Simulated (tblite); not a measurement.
**C₃H₅O₃S: frequency calculation**

- system: C₃H₅O₃S, multiplicity 2, SMILES O=S(=O)(O)[C]1CC1
- method: GFN2-xTB harmonic vibrations, gas phase (tblite 0.8.0)

It belongs to a series of runs on one base structure; here: X = H replaced by SO3H.

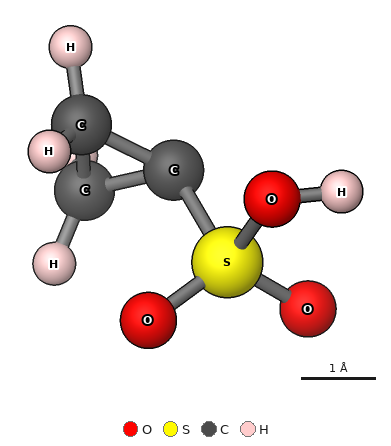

Figure 1. The structure as given in the input (ball-and-stick view, seen at a tilt). Bond lengths as drawn: C–C 1.47 to 1.51 Å, C–H 1.08 Å, C–S 1.76 Å, H–O 0.96 Å and O–S 1.43 to 1.61 Å.

## Summary

| quantity | value |
| --- | --- |
| outcome | converged |
| total energy | −661.1973 eV |
| zero-point energy | 50.0300 kcal/mol |
| hardware | 1 CPU thread, shared host |
| peak memory | 0.18 GiB |

## The input
```
{"job": {"kind": "ir", "xc": "GFN2-xTB", "basis": "xTB"}, "charge": 0, "multiplicity": 2}
O      1.648463    -1.619496    -1.073445
S      1.190899    -0.690406    -0.089208
O      0.961198    -1.132638     1.251869
O      2.261192     0.511726    -0.038420
C     -0.264779     0.151682    -0.595244
C     -0.976191     0.996935     0.371104
C     -1.586101    -0.293057    -0.134530
H      2.816864     0.477063    -0.818612
H     -1.421975     1.919913     0.028605
H     -0.574488     1.048172     1.374303
H     -2.424770    -0.208805    -0.811222
H     -1.629114    -1.161775     0.508774
```

The first line tells a small driver script what to run in tblite; the rest is the geometry in Å.

Launched with:
```bash
OMP_NUM_THREADS=1 python <driver script> task.json out
```

## What the program printed
```
mode    cm-1     km/mol
  1      29.7      2.10
  2     156.0      2.13
  3     163.0     14.15
  4     218.4     82.14
  5     309.0     14.56
  6     339.9      2.28
  7     396.2     22.45
  8     447.7    101.99
  9     457.7    139.85
 10     639.3    119.19
 11     737.5    394.79
 12     757.1     13.19
 13     837.4      1.55
 14     877.2    193.42
 15     934.0     10.25
 16    1012.3     16.72
 17    1029.8     31.93
 18    1043.2      0.70
 19    1053.4     12.00
 20    1108.2      0.37
 21    1116.0    294.30
 22    1274.0    501.55
 23    1353.2     13.41
 24    1388.5      9.61
 25    1458.8      2.30
 26    3056.5      1.55
 27    3057.8      3.07
 28    3066.8      3.27
 29    3076.0      9.84
 30    3602.3     67.39
```

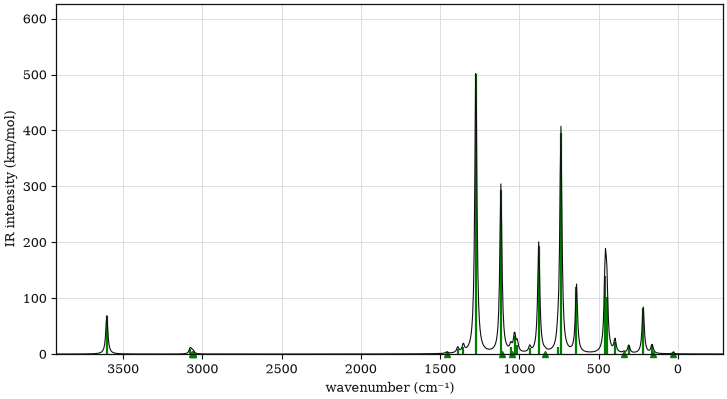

Figure 2. Harmonic infrared spectrum, unscaled: sticks (degenerate modes added up, dark ones marked on the axis) with a Lorentzian envelope of 16 cm⁻¹ full width, scaled to the tallest stick. 30 modes from 30 to 3602 cm⁻¹, none imaginary. The strongest line is at 1274 cm⁻¹ (502 km/mol).
